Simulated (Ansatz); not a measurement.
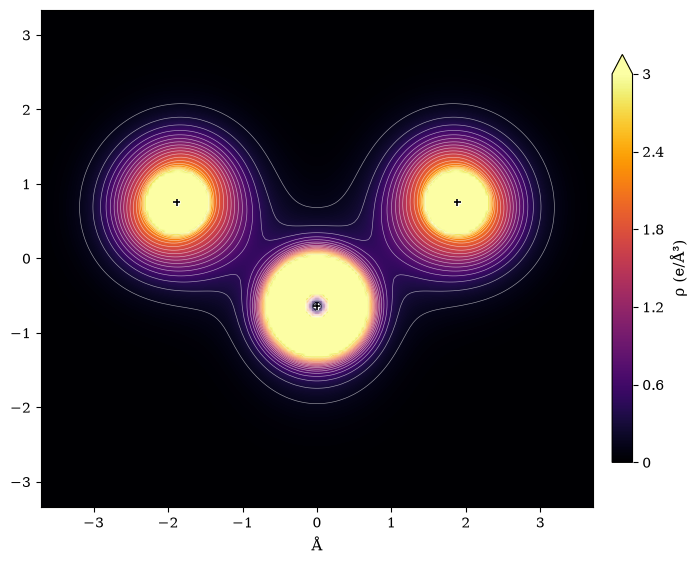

The electron density on a plane through atoms (crosses mark nuclei in the plane).

Theory: RHF/def2-SVP (Ansatz 0.2.0).

Candidates:
A. Cl₂H₂Sn
B. ClF₂H₂NTi···HBr

> Which candidate gave the map?

Candidate A: Cl₂H₂Sn on the plane of atoms Cl2, Sn1 and Cl3, which holds Sn and Cl. Sn–Cl (2.34 Å): the density is about 0.54 e/Å³ at the midpoint.
